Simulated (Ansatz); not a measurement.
# Decaying states in the gap of Cs4KCl5, part 2 of 3

Wanted: the relaxed cell of Cs4KCl5, its band edges and its decay constants. It is built by putting Cs for Na in the KNa4Cl5 structure of space group Immm, with the volume rescaled by atomic radii. The parent structure comes from the Materials Project.

Ansatz 0.2.0; PBE DFT, plane waves, PAW files (the session's first sound run).

So far. Step 2 (Relaxing the new crystal): The largest force component on a free atom ends at 0.020 eV/Å.

The structure was built from a prototype and need not be the compound's stable phase.

## 3. Band edges

The energy window and the wavevectors of the next steps follow from the band edges, so these are searched first, off the mesh as well.

input.yaml

```yaml
crystal:
  lattice:
    - [-2.4480482226, 3.4867067264, 12.2909791959]
    - [2.4480482226, -3.4867067264, 12.2909791959]
    - [2.4480482226, 3.4867067264, -12.2909791959]
  atoms:
    - { symbol: K, position: [0.0, 0.0, 0.0] }
    - { symbol: Cs, position: [0.5986341489, 0.5986341489, 0.0] }
    - { symbol: Cs, position: [0.1959536051, 0.1959536051, 0.0] }
    - { symbol: Cs, position: [0.8040463949, 0.8040463949, 0.0] }
    - { symbol: Cs, position: [0.4013658511, 0.4013658511, 0.0] }
    - { symbol: Cl, position: [0.9105221495, 0.4105221495, 0.5] }
    - { symbol: Cl, position: [0.7021455251, 0.2021455251, 0.5] }
    - { symbol: Cl, position: [0.2978544749, 0.7978544749, 0.5] }
    - { symbol: Cl, position: [0.5, 0.0, 0.5] }
    - { symbol: Cl, position: [0.0894778505, 0.5894778505, 0.5] }
kpoints:
  mp_grid: { grid: [6, 6, 6] }
  band_path: { path: [VBM, CBM], npoints: 30 }
scf:
  occupations: { method: fixed }
hamiltonian:
  xc: pbe
output:
  eigenvalues: true
  write_potential: true
  write_density: true
  volumetric_format: npy
  elf: true
```

The run is started by

```
> ansatz run input.yaml --threads 2 --pin off --max-ram 4096MiB --backend cpu --events-out ev --progress --plain --runs-dir out
```

Numbers of over 12 decimals in the logs are rounded to 6 here.

The program printed:

```text
[...]
Crystal: 10 atoms, lattice volume = 419.645 Å³
Basis set: ecut = 420 eV, 8223 PW (Γ), FFT grids on a1−a2, a2, a2+a3
Bands: 50, of which v1, the nominal top of the filled ones, is band 40 counted from 1 (39 counted from 0)
Symmetry: 8 space group operations
[...]
k-points: 46 of 216
[...]
SCF iter   1: F=—  HF=-29638.023732 eV  |F-HF|=—  |Δ(HF+E_count)|=         —  Δρ=2.64e-4  dr2=1.16e-3  ethr=1.77e-3  ⟨swp⟩=5.7  Hψ=8290  notcnv=0  defer=294
[...]
SCF iter   6: F=-29638.023383 eV  HF=-29638.023383 eV  |F-HF|=8.66e-9  |Δ(HF+E_count)|=   3.69e-7  Δρ=1.06e-6  dr2=6.60e-9  ethr=1.25e-10  ⟨swp⟩=17.3  Hψ=13426  notcnv=0
SCF 1 converged in 6 iterations: F = -29638.023383 eV  dr2 = 6.60e-9
[...]
NSCF: frozen V_eff on 46 k-points
[...]
SCF converged after 6 iterations
Free energy (F): -29638.023383 eV
[...]
Internal energy: -29638.023383 eV  (E = F + TS)
E sigma→0 (E₀):  -29638.023383 eV
Fermi energy:    0.935312 eV
[...]
--- Band table (eV; the first three rows and the last of 46) ---
  k-point 0: bands = [... 36 lower, 0.8992, 0.9037, 0.9103, 0.9326, 5.7296, 6.7886, 7.0474, 7.2750, ... 6 higher]
  k-point 1: bands = [... 36 lower, 0.8319, 0.8355, 0.8528, 0.8643, 6.2923, 7.1698, 7.2758, 7.4195, ... 6 higher]
  k-point 2: bands = [... 36 lower, 0.7630, 0.7981, 0.8756, 0.8898, 7.2585, 7.3130, 7.5068, 7.8121, ... 6 higher]
  k-point 45: bands = [... 36 lower, 0.8824, 0.8849, 0.8992, 0.9353, 6.2310, 6.2444, 6.5333, 7.6463, ... 6 higher]
```

The job ended after 97 s (2 threads of Intel Xeon Platinum 8488C (Sapphire Rapids), shared host; peak memory 1.2 GiB).

The column dr2 measures how far the density is from self-consistency, as an energy; F and HF (Harris–Foulkes) agree once it is small.

Numbers from this step:

| Property | Result |
| --- | --- |
| free energy | -29638.0234 eV |
| Fermi energy | 0.9353 eV |
| gap on the k-mesh | 4.794 eV |
| gap on path | 4.794 eV, by band count; negative where bands overlap |
| direct gap on path | 4.797 eV |
| edge places on path | 0, 1.589 1/A along the path |

Electronic bands along the path, in eV, zero at the Fermi level (highest filled level under fixed occupations); v1 is the highest filled band, c1 the lowest empty one:

```csv
point,v4,v3,v2,v1,c1,c2,c3,c4
VBM,-0.05,-0.05,-0.04,0.00,5.30,5.31,5.60,6.71
CBM,-0.04,-0.03,-0.03,0.00,4.79,5.85,6.11,6.34
```

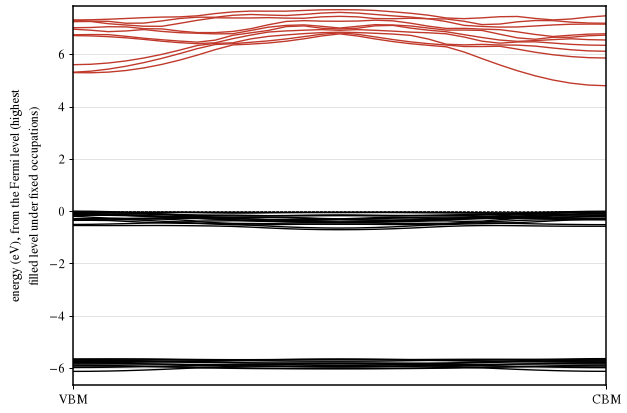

Electronic bands along the path; lines of filled and empty bands in two colours.

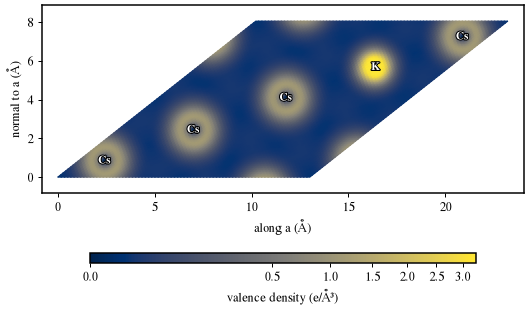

Valence density in the ab plane of the cell as run, not the conventional one, at fractional z = 0.000, with atoms of K and Cs within 0.2 Å of it. It is the smooth field of the valence electrons, not physical close to the nuclei. The map starts off the cell's origin, so that atoms lie inside it. The colour scale is stretched toward low values.

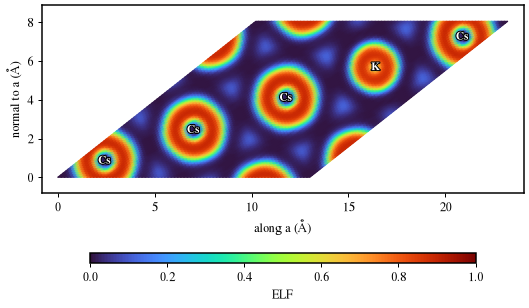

ELF in the ab plane of the cell as run, not the conventional one, at fractional z = 0.000, with atoms of K and Cs within 0.2 Å of it. It is the smooth field of the valence electrons, not physical close to the nuclei. The map starts off the cell's origin, so that atoms lie inside it.

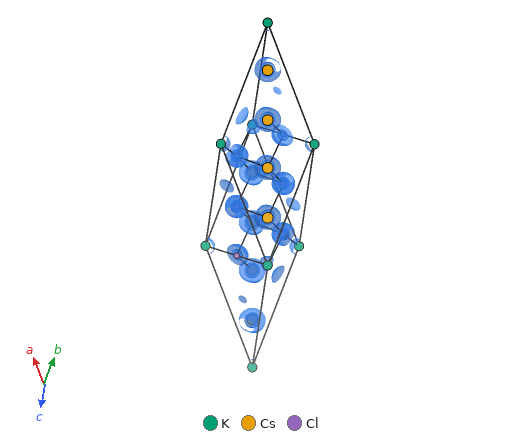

Surface of ELF = 0.82. Drawn on the cell as run, not the conventional one. Bonds to atoms that aren't drawn are left out.

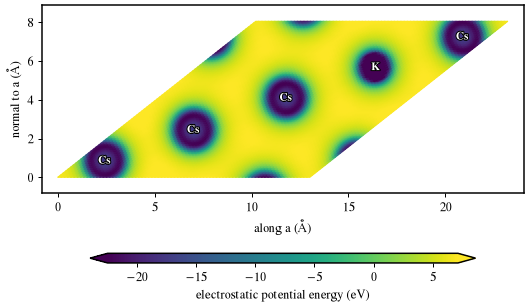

Electrostatic potential energy in the ab plane of the cell as run, not the conventional one, at fractional z = 0.000, with atoms of K and Cs within 0.2 Å of it. With pseudopotentials it is smooth inside the atoms' cores, unlike the true potential. The map starts off the cell's origin, so that atoms lie inside it.

The searched edges give 4.79 eV, as on the mesh.

## 4. Complex bands

This step: PBE DFT, plane waves, PAW files; complex bands by layer matching along the plane's normal (Ansatz 0.2.0).

The same crystal is laid in a cell whose first two vectors span the (001) plane (indices of the standard conventional cell, whose axes can be ordered otherwise than in the bulk input). At fixed energy and wavevector in the plane the solver finds all kz, real and complex. A few wavevectors are listed, (0, 0) and (0.5, 0) in units of the plane's reciprocal vectors; the slowest state needn't be among them.

input.yaml

```yaml
crystal:
  lattice:
    - [4.896096445, 0.0, 0.0]
    - [0.0, 6.973413453, 0.0]
    - [2.448048223, 3.486706726, 12.290979196]
  atoms:
    - { symbol: K, position: [0.0, 0.0, 0.0] }
    - { symbol: Cs, position: [0.4013658511, 0.4013658511, 0.1972682978] }
    - { symbol: Cs, position: [0.8040463949, 0.8040463949, 0.3919072102] }
    - { symbol: Cs, position: [0.1959536051, 0.1959536051, 0.6080927898] }
    - { symbol: Cs, position: [0.5986341489, 0.5986341489, 0.8027317022] }
    - { symbol: Cl, position: [0.5894778505, 0.0894778505, 0.821044299] }
    - { symbol: Cl, position: [0.7978544749, 0.2978544749, 0.4042910502] }
    - { symbol: Cl, position: [0.2021455251, 0.7021455251, 0.5957089498] }
    - { symbol: Cl, position: [0.0, 0.5, 0.0] }
    - { symbol: Cl, position: [0.4105221495, 0.9105221495, 0.178955701] }
kpoints:
  mp_grid: { grid: [6, 6, 6] }
scf:
  occupations: { method: fixed }
hamiltonian:
  xc: pbe
output:
  eigenvalues: true
  transmission:
    leads: [[0, 0]]
    kpoints: [[0.0, 0.0], [0.5, 0.0]]
    e_range: [-1.0, 5.79]
    de: 0.11
```

The program printed:

```text
[...]
Crystal: 10 atoms, lattice volume = 419.645 Å³
Basis set: ecut = 420 eV, 8223 PW (Γ)
Bands: 50, of which v1, the nominal top of the filled ones, is band 40 counted from 1 (39 counted from 0)
Symmetry: 8 space group operations
[...]
k-points: 46 of 216
[...]
SCF iter   1: F=—  HF=-29638.023449 eV  |F-HF|=—  |Δ(HF+E_count)|=         —  Δρ=2.64e-4  dr2=1.16e-3  ethr=1.77e-3  ⟨swp⟩=5.7  Hψ=8251  notcnv=0  defer=294
[...]
SCF iter   6: F=-29638.023366 eV  HF=-29638.023366 eV  |F-HF|=8.73e-9  |Δ(HF+E_count)|=   3.74e-7  Δρ=1.03e-6  dr2=6.19e-9  ethr=1.25e-10  ⟨swp⟩=17.5  Hψ=13453  notcnv=0
SCF 1 converged in 6 iterations: F = -29638.023366 eV  dr2 = 6.19e-9
[...]
transmission: 17 of 34 steps passed
transmission: 34 of 34 steps passed
SCF converged after 6 iterations
Free energy (F): -29638.023366 eV
[...]
Internal energy: -29638.023366 eV  (E = F + TS)
E sigma→0 (E₀):  -29638.023366 eV
Fermi energy:    0.935314 eV
[...]
--- Band table (eV; the first three rows and the last of 46) ---
  k-point 0: bands = [... 36 lower, 0.8992, 0.9037, 0.9103, 0.9326, 5.7296, 6.7886, 7.0474, 7.2750, ... 6 higher]
  k-point 1: bands = [... 36 lower, 0.8729, 0.9025, 0.9031, 0.9334, 5.7924, 6.6711, 6.9361, 7.3050, ... 6 higher]
  k-point 2: bands = [... 36 lower, 0.8598, 0.8897, 0.9002, 0.9347, 5.9709, 6.5120, 6.6305, 7.5497, ... 6 higher]
  k-point 45: bands = [... 36 lower, 0.7585, 0.7852, 0.8806, 0.8913, 7.7131, 7.7458, 7.7778, 7.8458, ... 6 higher]
--- Transmission ---
  basis      : 303 plane waves across, 17 finite elements along
  points     : 2, as listed
  energies   : 62 from -1.000000 to 5.710000 eV about the Fermi level, 0.110000 eV apart; the leads are filled to 2.397162 eV, and channels, transmission and decay are at 2.410000 eV
  crystal 0  : Cl5Cs4K1, at the sites [0, 0], period 12.2910 Å: whole cells are its period
    offset         : up to 0.0000 Å between an atom of the period and one for which it stands
    channels       : 0.000000e0 a spin
    conductance    : none, the energies end too early or step too widely for 300 K: set another output.transmission.e_range or a lower de, or, where they end at an eighth of basis.ecutwfc, a higher one
    slowest decay  : 0.3990 /Å at (0.0000, 0.0000)
```

Run time: 3.4 min. Hardware: 2 threads; peak memory 1.7 GiB.

Numbers from this step:

```yaml
level_to_which_the_leads_are_filled: 2.397 eV from the Fermi level
decay_constant_at_the_filling_level_zone_centre: 0.399 Å⁻¹
decay_constant_at_the_filling_level_slowest_listed_point: 0.399 Å⁻¹
```

K parallel (0, 0); values up to 1.466 1/Å, a degenerate pair printed once or twice; energies at which all values exceed this have no row. Table of Im kz of the slowest decaying states by energy, zero at the highest filled level on the SCF mesh:

```csv
energy (eV),decay 1 (Å⁻¹),decay 2 (Å⁻¹),decay 3 (Å⁻¹),decay 4 (Å⁻¹)
-1.000,0.353,0.531,0.825,0.832
-0.450,0.252,0.546,0.807,0.891
-0.010,0.0823,0.110,0.113,0.168
0.540,0.315,0.355,0.449,0.498
0.980,0.370,0.423,0.526,0.575
1.530,0.400,0.468,0.577,0.630
1.970,0.405,0.487,0.601,0.656
2.520,0.396,0.496,0.615,0.623
2.960,0.376,0.493,0.587,0.618
3.510,0.335,0.475,0.540,0.614
3.950,0.285,0.444,0.507,0.604
4.500,0.178,0.376,0.472,0.578
5.050,0.272,0.434,0.522,0.557
5.490,0.117,0.399,0.469,0.529
```

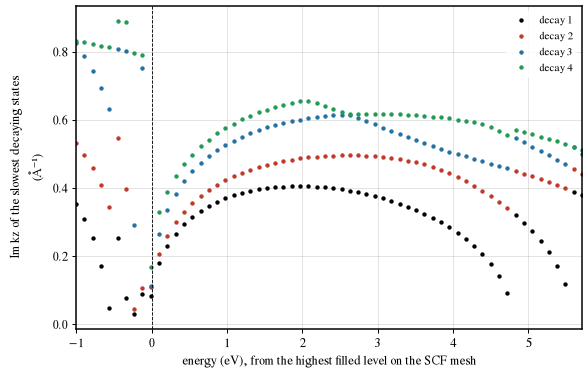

Im kz of the slowest decaying states against energy.

K parallel (0.5, 0); values up to 1.466 1/Å, a degenerate pair printed once or twice; energies at which all values exceed this have no row. The Im kz of the slowest decaying states by energy, zero at the highest filled level on the SCF mesh:

```csv
energy (eV),decay 1 (Å⁻¹),decay 2 (Å⁻¹),decay 3 (Å⁻¹),decay 4 (Å⁻¹)
-1.000,0.345,0.442,1.00,1.14
-0.450,0.0266,0.140,0.743,1.14
-0.010,0.0760,0.155,0.160,1.15
0.540,0.409,0.436,0.710,1.17
0.980,0.493,0.519,0.749,1.18
1.530,0.561,0.580,0.749,1.18
1.970,0.600,0.611,0.731,1.15
2.520,0.634,0.635,0.695,1.09
2.960,0.644,0.657,0.658,1.03
3.510,0.600,0.646,0.675,0.951
3.950,0.543,0.641,0.683,0.887
4.500,0.455,0.625,0.684,0.807
5.050,0.332,0.597,0.678,0.724
5.490,0.154,0.559,0.655,0.669
```

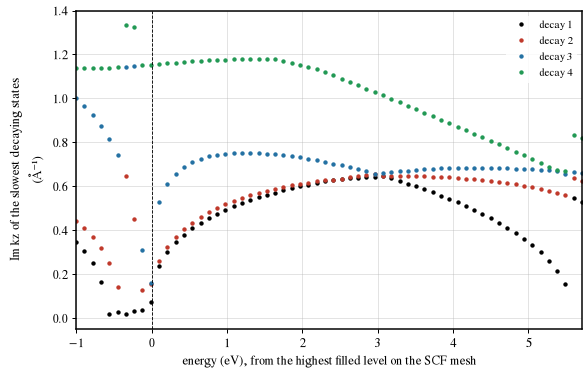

Im kz of the slowest decaying states against energy.

At the listed wavevectors the last open channel is at -0.12 eV and the next at +4.83 eV on the grid. At +2.41 eV, the grid energy nearest the filling level (the middle of the gap on the SCF mesh), the slowest state at the listed wavevectors decays with κ = 0.399 Å⁻¹, its amplitude falling by e over 2.5 Å. Through 1 nm of this crystal that state's transmission falls by exp(−2 × 0.399 Å⁻¹ × 10 Å) = 3.4e-4.

## 5. Band edges at another level

This step: LDA DFT, plane waves, PAW files (Ansatz 0.2.0).

The edges again with LDA, at the same atoms.

input.yaml

```yaml
crystal:
  lattice:
    - [-2.4480482226, 3.4867067264, 12.2909791959]
    - [2.4480482226, -3.4867067264, 12.2909791959]
    - [2.4480482226, 3.4867067264, -12.2909791959]
  atoms:
    - { symbol: K, position: [0.0, 0.0, 0.0] }
    - { symbol: Cs, position: [0.5986341489, 0.5986341489, 0.0] }
    - { symbol: Cs, position: [0.1959536051, 0.1959536051, 0.0] }
    - { symbol: Cs, position: [0.8040463949, 0.8040463949, 0.0] }
    - { symbol: Cs, position: [0.4013658511, 0.4013658511, 0.0] }
    - { symbol: Cl, position: [0.9105221495, 0.4105221495, 0.5] }
    - { symbol: Cl, position: [0.7021455251, 0.2021455251, 0.5] }
    - { symbol: Cl, position: [0.2978544749, 0.7978544749, 0.5] }
    - { symbol: Cl, position: [0.5, 0.0, 0.5] }
    - { symbol: Cl, position: [0.0894778505, 0.5894778505, 0.5] }
kpoints:
  mp_grid: { grid: [6, 6, 6] }
  band_path: { path: [VBM, CBM], npoints: 30 }
scf:
  occupations: { method: fixed }
hamiltonian:
  xc: lda
output:
  eigenvalues: true
```

The program printed:

```text
[...]
Crystal: 10 atoms, lattice volume = 419.645 Å³
Basis set: ecut = 420 eV, 8223 PW (Γ), FFT grids on a1+a3, a2+a3, a3
Bands: 50, of which v1, the nominal top of the filled ones, is band 40 counted from 1 (39 counted from 0)
Symmetry: 8 space group operations
[...]
k-points: 46 of 216
[...]
SCF iter   1: F=—  HF=-28755.469620 eV  |F-HF|=—  |Δ(HF+E_count)|=         —  Δρ=4.79e-3  dr2=1.19e-1  ethr=1.77e-3  ⟨swp⟩=5.5  Hψ=8114  notcnv=0  defer=305
[...]
SCF iter   7: F=-28755.431532 eV  HF=-28755.431532 eV  |F-HF|=2.08e-9  |Δ(HF+E_count)|=   5.26e-8  Δρ=1.77e-6  dr2=1.64e-8  ethr=1.25e-10  ⟨swp⟩=17.0  Hψ=13452  notcnv=0
SCF 1 converged in 7 iterations: F = -28755.431532 eV  dr2 = 1.64e-8
[...]
SCF converged after 7 iterations
Free energy (F): -28755.431532 eV
[...]
Internal energy: -28755.431532 eV  (E = F + TS)
E sigma→0 (E₀):  -28755.431532 eV
Fermi energy:    0.655847 eV
[...]
--- Band table (eV; the first three rows and the last of 46) ---
  k-point 0: bands = [... 36 lower, 0.6178, 0.6209, 0.6283, 0.6530, 5.0246, 6.2090, 6.4392, 6.6159, ... 6 higher]
  k-point 1: bands = [... 36 lower, 0.5458, 0.5503, 0.5657, 0.5763, 5.6073, 6.5950, 6.6946, 6.8459, ... 6 higher]
  k-point 2: bands = [... 36 lower, 0.4743, 0.5102, 0.5894, 0.6034, 6.6813, 6.7377, 6.8625, 7.2264, ... 6 higher]
  k-point 45: bands = [... 36 lower, 0.6001, 0.6001, 0.6159, 0.6558, 5.5535, 5.5546, 5.9425, 7.0810, ... 6 higher]
```

The job ended after 98 s (2 threads; peak memory 1.1 GiB; 3.2 min of CPU time).

Numbers from this step:

```
free energy        : -28755.4315 eV
Fermi energy       : 0.6558 eV
gap on the k-mesh  : 4.369 eV
gap on path        : 4.369 eV, by band count; negative where bands overlap
direct gap on path : 4.372 eV
```

Electronic bands along the path, in eV, zero at the Fermi level (highest filled level under fixed occupations); v1 is the highest filled band, c1 the lowest empty one:

```csv
point,v4,v3,v2,v1,c1,c2,c3,c4
VBM,-0.06,-0.06,-0.04,0.00,4.90,4.90,5.29,6.43
CBM,-0.04,-0.04,-0.03,0.00,4.37,5.55,5.78,5.96
```

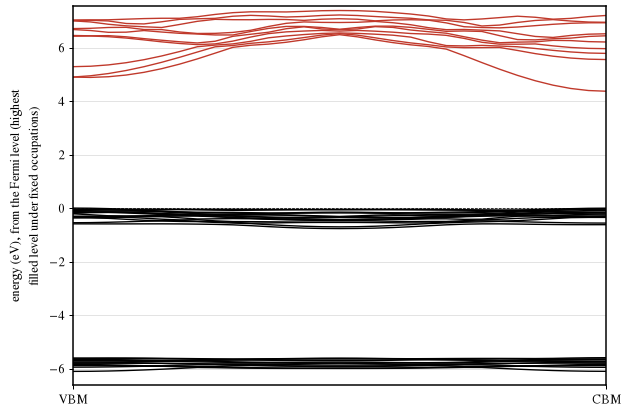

Electronic bands along the path; lines of filled and empty bands in two colours.

The searched edges give 4.37 eV, as on the mesh.

For the gap on path, step 3 gave 4.79 eV; this run, with LDA, gives 4.37 eV.

(Continued in part 3 of 3.)

[Logs are printed without paths, hosts, clocks, repeated set-up lines and the standing remarks that a program may print on its own settings, such as how far it seeks lower states.]

[Hosts, paths, dates, database ids (printed as entryN), source tags and the programs' standing remarks are cut or masked in the printed files.]
